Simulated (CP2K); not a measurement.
# CH6OSi (SMILES CO[SiH3]): GFN2-xTB

What is the energy difference between two shapes of CH6OSi at GFN2-xTB? The job is set up through an ASE script.

The calculation is run with CP2K 2026.2.

2 further runs of the same task are left out: 1 that didn't finish, 1 set aside as unsound or not needed.

### Step 1. Starting point

CH6OSi: 9 atoms, total charge 0, spin state singlet. SMILES: `CO[SiH3]`. The shape is that of a PBE0-D4/def2-TZVP optimisation.

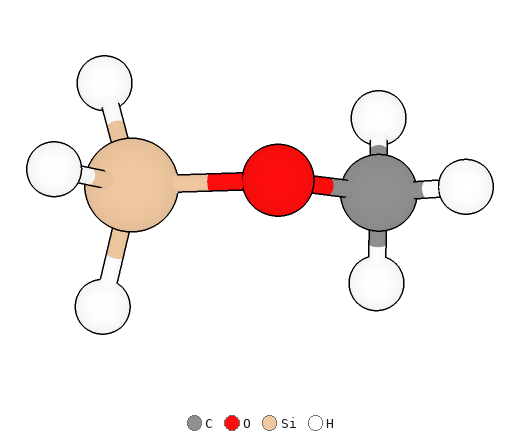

The structure, seen from a chosen angle (carbon grey, oxygen red, silicon light orange, hydrogen white).

### Step 2. Energy and gradient at GFN2-xTB

Contents of molecule.xyz:

```xyz
9

C     -0.416000     1.012400    -0.799700
O      0.634800     0.132000    -0.477800
Si     0.510500    -0.985900     0.718500
H     -1.314300     0.468400    -1.115000
H     -0.089800     1.647800    -1.624600
H     -0.677700     1.654100     0.050000
H      1.799300    -1.713900     0.749100
H     -0.611700    -1.929000     0.449700
H      0.253300    -0.332200     2.032900
```

Contents of run.py:

```python
import numpy as np
from ase.io import read
from ase.calculators.cp2k import CP2K

atoms = read("molecule.xyz")
atoms.set_cell([15.1, 15.6, 15.7])
atoms.center()
inp = """
&FORCE_EVAL
 METHOD QUICKSTEP
 &DFT
  &QS
   METHOD XTB
   EPS_DEFAULT 1.0E-10
   &XTB
    GFN_TYPE TBLITE
    &TBLITE
     METHOD GFN2
    &END TBLITE
    CHECK_ATOMIC_CHARGES F
   &END XTB
  &END QS
  &POISSON
   PERIODIC NONE
   POISSON_SOLVER ANALYTIC
  &END POISSON
  &SCF
   SCF_GUESS ATOMIC
   EPS_SCF 1.0E-06
   MAX_SCF 150
   ADDED_MOS 8
   &DIAGONALIZATION
    ALGORITHM STANDARD
   &END DIAGONALIZATION
   &MIXING
    METHOD DIRECT_P_MIXING
    ALPHA 0.4
   &END MIXING
   &SMEAR ON
    METHOD FERMI_DIRAC
    ELECTRONIC_TEMPERATURE [K] 300
   &END SMEAR
  &END SCF
  &PRINT
   &MOMENTS
    PERIODIC F
    REFERENCE COM
    MAX_MOMENT 1
   &END MOMENTS
   &MO ON
    ENERGIES T
    OCCUPATION_NUMBERS T
    NDIGITS 6
    &EACH
     QS_SCF 0
    &END EACH
    ADD_LAST NUMERIC
   &END MO
   &HIRSHFELD OFF
   &END HIRSHFELD
  &END PRINT
 &END DFT
 &SUBSYS
 &END SUBSYS
&END FORCE_EVAL
"""
cp2k = CP2K(command="cp2k.psmp -s", label="calc", inp=inp, basis_set=None, basis_set_file=None, potential_file=None, pseudo_potential=None, xc=None, cutoff=None, max_scf=None, charge=None, uks=False,
            force_eval_method=None, print_level="LOW", poisson_solver=None, stress_tensor=False)
atoms.calc = cp2k
print("E / eV:", round(atoms.get_potential_energy(), 6))
forces = atoms.get_forces()
print(np.array2string(forces, precision=5, suppress_small=True))
print("largest force / (eV/A): %.4f" % np.linalg.norm(forces, axis=1).max())
```

Started as:

```sh
$ OMP_NUM_THREADS=1 python run.py
```

Log:

```text
E / eV: -300.337125
[[ 0.143   -0.02082 -0.05698]
 [-0.42347 -0.19467  0.42378]
 [ 0.09995 -0.21079  0.16026]
 [ 0.13258  0.00345  0.07996]
 [ 0.07349 -0.04294  0.00375]
 [ 0.06    -0.13266 -0.05246]
 [-0.37788  0.41942 -0.21705]
 [ 0.26082  0.30042  0.03914]
 [ 0.03149 -0.1214  -0.38041]]
largest force / (eV/A): 0.6299
```

calc.out:

```text
CP2K| version string:                                       CP2K version 2026.2
 CP2K| Input file name                                                  calc.inp

 GLOBAL| Basis set file name                                           BASIS_SET
 GLOBAL| Potential file name                                           POTENTIAL
 GLOBAL| Coordinate file name                                      __STD_INPUT__
 GLOBAL| Method name                                                        CP2K
 GLOBAL| Project name                                                       calc
 GLOBAL| Run type                                                   ENERGY_FORCE
 GLOBAL| FFT library                                                       FFTW3
 GLOBAL| Diagonalization library                                       ScaLAPACK
 GLOBAL| Global print level                                                  LOW
 GLOBAL| Total number of message passing processes                             1
 GLOBAL| Number of threads for this process                                    1
 GLOBAL| CPU model name                                                  UNKNOWN

 GENERATE|  Preliminary Number of Bonds generated:                             0
 GENERATE|  Achieved consistency in connectivity generation.

[... 3 lines left out ...]
 *** WARNING in qs_kind_types.F:2330 :: Information provided in the input ***
[... 5 lines left out ...]
 *** WARNING in qs_kind_types.F:2330 :: Information provided in the input ***
[... 77 lines left out ...]
  *** SCF run converged in    15 steps ***
[... 2 lines left out ...]
  Repulsive potential energy:                                   0.09075405613137
[... 1 line left out ...]
  Self-consistent dispersion energy:                           -0.00390410629693
[... 2 lines left out ...]
  Electronic entropic energy:                                  -0.00000000000000
[... 2 lines left out ...]
  Total energy:                                               -11.03718674973420
[... 2 lines left out ...]
 TB_DIPOLE| Dipole type                                             non-periodic
[... 1 line left out ...]
 TB_DIPOLE| Moment [a.u.]          -0.37051632       0.07042536       0.12927872
[... 1 line left out ...]
 TB_DIPOLE| Derivative [a.u.]       0.00000000       0.00000000       0.00000000
[... 39 lines left out ...]
 -------------------------------------------------------------------------------
```

Wall time 1.5 s (1 thread of Arm Neoverse N1, shared host); peak memory 0.14 GiB.

### Step 3. The distorted shape, same level

Contents of molecule.xyz:

```xyz
9

C     -0.414009     1.023456    -0.851977
O      0.646051     0.095909    -0.477897
Si     0.381512    -0.906943     0.713345
H     -1.294782     0.379305    -1.068599
H     -0.108405     1.704002    -1.530461
H     -0.735183     1.642734     0.063393
H      1.843763    -1.741300     0.736321
H     -0.509797    -1.924669     0.490878
H      0.338058    -0.284644     2.041116
```

Contents of job.py:

```python
import numpy as np
from ase.io import read
from ase.calculators.cp2k import CP2K

atoms = read("molecule.xyz")
atoms.set_cell([15.1, 15.6, 15.6])
atoms.center()
template = """
&FORCE_EVAL
 METHOD Quickstep
 &DFT
  # Quickstep
  &QS
   METHOD XTB
   EPS_DEFAULT 1.0E-10
   &XTB
    GFN_TYPE TBLITE
    &TBLITE
     METHOD GFN2
    &END TBLITE
    CHECK_ATOMIC_CHARGES F
   &END XTB
  &END QS
  # cluster boundary conditions
  &POISSON
   PERIODIC NONE
   POISSON_SOLVER ANALYTIC
  &END POISSON
  # SCF settings
  &SCF
   SCF_GUESS ATOMIC
   EPS_SCF 1.0E-06
   MAX_SCF 150
   ADDED_MOS 8
   &DIAGONALIZATION
    ALGORITHM STANDARD
   &END DIAGONALIZATION
   &MIXING
    METHOD DIRECT_P_MIXING
    ALPHA 0.4
   &END MIXING
   &SMEAR ON
    METHOD FERMI_DIRAC
    ELECTRONIC_TEMPERATURE [K] 300
   &END SMEAR
  &END SCF
  # extra output
  &PRINT
   &MOMENTS
    PERIODIC F
    REFERENCE COM
    MAX_MOMENT 1
   &END MOMENTS
   &MO ON
    ENERGIES T
    OCCUPATION_NUMBERS T
    NDIGITS 6
    &EACH
     QS_SCF 0
    &END EACH
    ADD_LAST NUMERIC
   &END MO
   &HIRSHFELD OFF
   &END HIRSHFELD
  &END PRINT
 &END DFT
 # structure
 &SUBSYS
 &END SUBSYS
&END FORCE_EVAL
"""
cp2k = CP2K(command="cp2k.psmp -s", label="mol", inp=template, basis_set=None, basis_set_file=None, potential_file=None, pseudo_potential=None, xc=None, cutoff=None, max_scf=None, charge=None, uks=False,
            force_eval_method=None, print_level="LOW", poisson_solver=None, stress_tensor=False)
atoms.calc = cp2k
e = atoms.get_potential_energy()
f = atoms.get_forces()
print(f"energy = {e:.6f} eV")
print("forces (eV/angstrom):")
for s, v in zip(atoms.get_chemical_symbols(), f):
    print(f"{s:2s} {v[0]:10.5f} {v[1]:10.5f} {v[2]:10.5f}")
```

Started as:

```sh
$ OMP_NUM_THREADS=1 python job.py
```

Log:

```text
energy = -299.501684 eV
forces (eV/angstrom):
C    -1.13447   -2.40114    4.00409
O    -1.04059    2.06731   -1.23134
Si    4.08990   -0.93877    1.86959
H     0.45851    0.81822   -0.53543
H     0.93158    1.48645   -2.49289
H     0.49137   -0.78787   -0.86917
H    -1.59125    1.07453   -0.14731
H    -1.87428   -1.42134   -0.40223
H    -0.33076    0.10261   -0.19531
```

mol.out:

```text
CP2K| version string:                                       CP2K version 2026.2
 CP2K| Input file name                                                   mol.inp

 GLOBAL| Basis set file name                                           BASIS_SET
 GLOBAL| Potential file name                                           POTENTIAL
 GLOBAL| Coordinate file name                                      __STD_INPUT__
 GLOBAL| Method name                                                        CP2K
 GLOBAL| Project name                                                        mol
 GLOBAL| Run type                                                   ENERGY_FORCE
 GLOBAL| FFT library                                                       FFTW3
 GLOBAL| Diagonalization library                                       ScaLAPACK
 GLOBAL| Global print level                                                  LOW
 GLOBAL| Total number of message passing processes                             1
 GLOBAL| Number of threads for this process                                    1
 GLOBAL| CPU model name                                                  UNKNOWN

 GENERATE|  Preliminary Number of Bonds generated:                             0
 GENERATE|  Achieved consistency in connectivity generation.

[... 3 lines left out ...]
 *** WARNING in qs_kind_types.F:2330 :: Information provided in the input ***
[... 5 lines left out ...]
 *** WARNING in qs_kind_types.F:2330 :: Information provided in the input ***
[... 78 lines left out ...]
  *** SCF run converged in    16 steps ***
[... 2 lines left out ...]
  Repulsive potential energy:                                   0.11105379372237
[... 1 line left out ...]
  Self-consistent dispersion energy:                           -0.00398957455923
[... 2 lines left out ...]
  Electronic entropic energy:                                  -0.00000000000000
[... 2 lines left out ...]
  Total energy:                                               -11.00648483067023
[... 2 lines left out ...]
 TB_DIPOLE| Dipole type                                             non-periodic
[... 1 line left out ...]
 TB_DIPOLE| Moment [a.u.]          -0.80826954       0.31527048       0.00781273
[... 1 line left out ...]
 TB_DIPOLE| Derivative [a.u.]       0.00000000       0.00000000       0.00000000
[... 39 lines left out ...]
 -------------------------------------------------------------------------------
```

It took 1.5 s on 1 thread of Arm Neoverse N1, shared host; peak memory 0.14 GiB.

### Step 4. Summary of results

Level: GFN2-xTB.

| quantity | value |
| --- | --- |
| first shape: total energy | -11.03719 Eh |
| first shape: dipole moment (from atomic charges alone) | 1.01 D |
| first shape: HOMO energy | -11.23 eV |
| first shape: LUMO energy | -4.68 eV |
| first shape: HOMO–LUMO gap | 6.55 eV |
| distorted shape: total energy | -11.00648 Eh |
| distorted shape: dipole moment (from atomic charges alone) | 2.21 D |
| distorted shape: HOMO energy | -10.76 eV |
| distorted shape: LUMO energy | -5.27 eV |
| distorted shape: HOMO–LUMO gap | 5.48 eV |
| energy change with the atoms displaced | 0.835 eV |

With the atoms displaced the energy rises by 0.84 eV (19.3 kcal/mol). The first shape isn't relaxed at this level, so the change isn't measured from a minimum. The dipole (first shape) comes from point charges on the atoms alone, without atomic dipoles, so it is partial. The dipole (distorted shape) comes from point charges on the atoms alone, without atomic dipoles, so it is partial.
